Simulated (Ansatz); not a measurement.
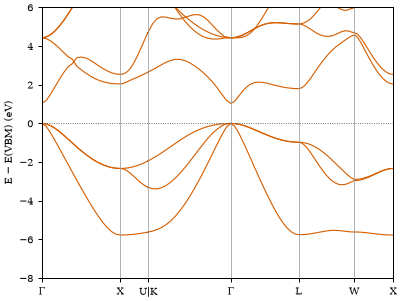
*Band structure from r²SCAN in the plane-wave PAW code Ansatz*

Problem. Read off the gap and where the band edges lie.

Solution. About 1.0 eV (1.03 eV by a search for the band edges); maximum at Γ, minimum at Γ.

The material is InP (zinc blende, F-43m).

The cell was relaxed with r²SCAN under the symmetry of its start. Spin–orbit coupling is left out wherever it is not named.

Potentials: the later of the program's two PAW sets.
